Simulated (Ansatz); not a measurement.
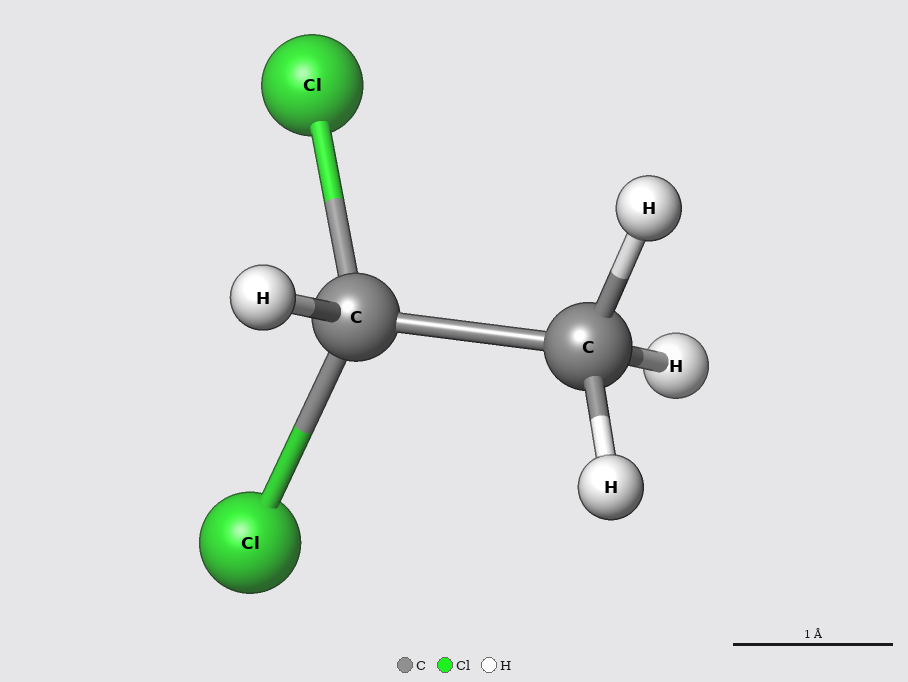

A ball-and-stick model of a molecule. Every bond is drawn as one stick, whatever its order.

Computed geometry: PBE0-D4/def2-TZVP optimisation.

> Give the formula.

C2H4Cl2, 8 atoms: 2 carbon, 4 hydrogen and 2 chlorine.

> Does it have rings?

It has no ring.

> How many sets of symmetry-equivalent atoms are there?

6: 1 C, 1 C, 2 Cl, 1 H, 2 H, 1 H.

> Give a SMILES string for it.

CC(Cl)Cl

> Name functional groups in it.

Among them: C–Cl bond.

The parts below concern this one geometry. Atoms keep their numbers from picture to picture.

## Geometry

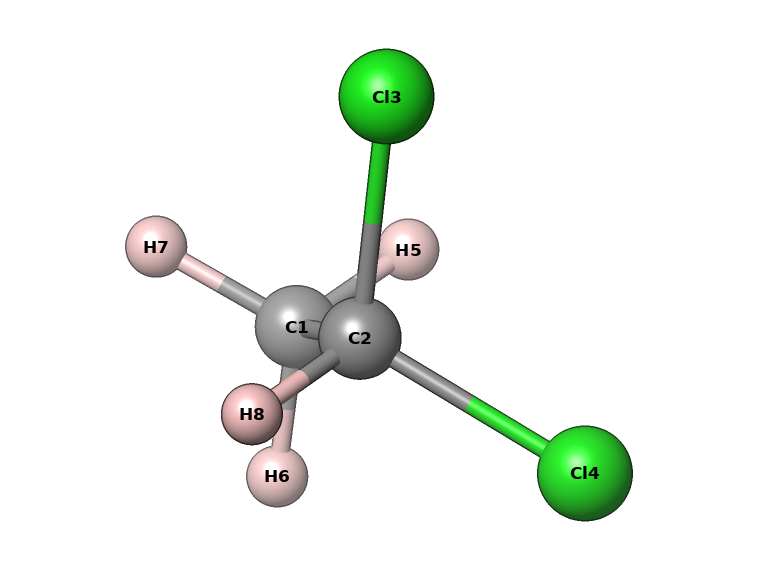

C1 lies behind C2. The molecule seen a little off the C2–C1 bond, C2 in front. Atoms fade into the background with distance from the viewer.

> What is the torsion angle Cl3–C2–C1–H5? The sign is positive where the front bond must turn clockwise to cover the back bond.

61°, synclinal (gauche). The bonds about C2–C1 are staggered.

## Thermal motion

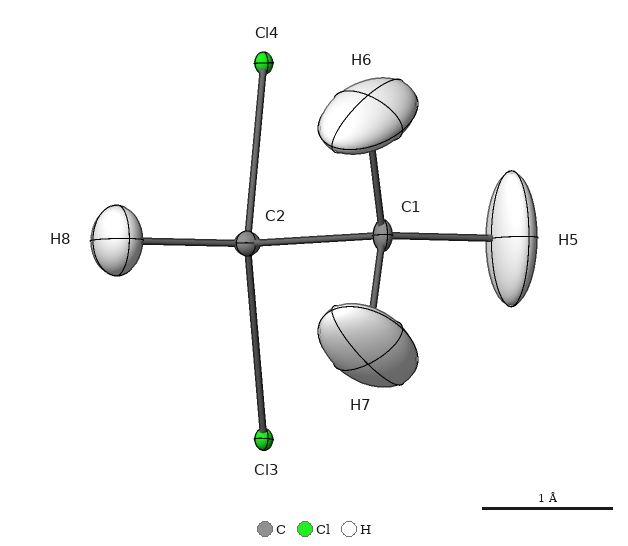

Displacement ellipsoids at the 50 % level, enlarged 1.5 times, from the internal vibrations of the free molecule (harmonic, no overall translation or rotation; no half-axis is drawn under 0.075 Å). Vibrations computed with RKS PBE0-D4/def2-TZVP (Ansatz 0.2.0). Temperature: 298 K.

Give the displacement parameters, one line for each set of equivalent atoms.

| atom | U_eq (Å²) | rms amplitudes (Å) |
| --- | --- | --- |
| C1 | 0.0019 | 0.020, 0.051, 0.053 |
| C2 | 0.0019 | 0.041, 0.043, 0.047 |
| Cl3, Cl4 | 0.00068 | 0.009, 0.024, 0.037 |
| H5 | 0.0255 | 0.073, 0.143, 0.225 |
| H6, H7 | 0.0235 | 0.085, 0.139, 0.209 |
| H8 | 0.0118 | 0.084, 0.117, 0.121 |

## Dipole moment

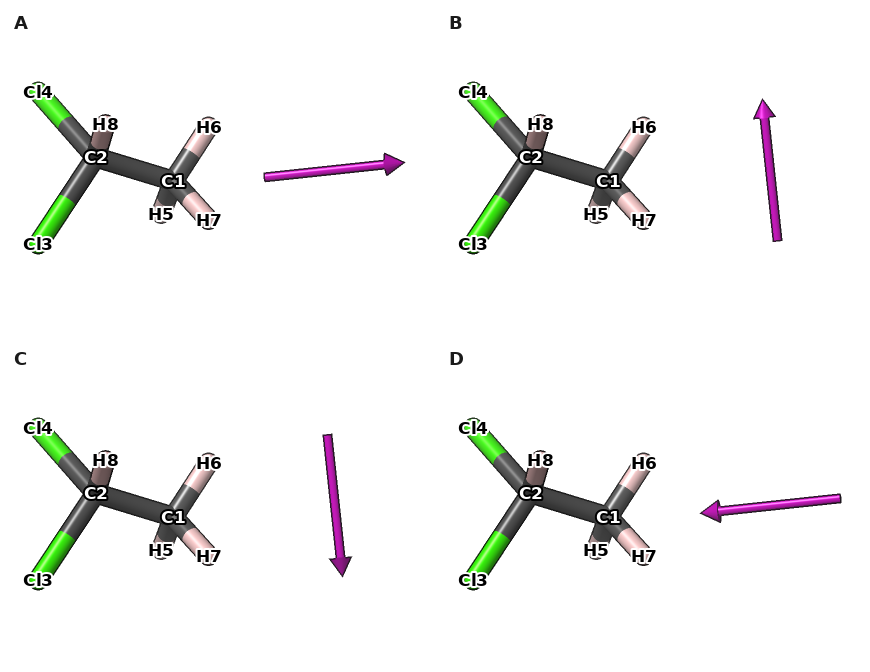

The same molecule four times, each with an arrow. Properties computed with RKS r2SCAN-D4/def2-TZVPP (Ansatz 0.2.0).

> Which arrow points along the dipole moment, from the negative to the positive end?

A. The dipole moment is 2.09 D; it points from the side of Cl3, Cl4 to the side of H6, H7 (the outermost atoms at the two ends).

## Electronic properties

Level of theory: RKS CAM-B3LYP-D4/def2-TZVPP (Ansatz 0.2.0).

What does the calculation give?

- HOMO energy (Kohn–Sham orbital): −9.99 eV
- LUMO energy (Kohn–Sham orbital): 1.28 eV
- HOMO–LUMO gap: 11.27 eV
- dispersion correction: −14.2 kJ/mol
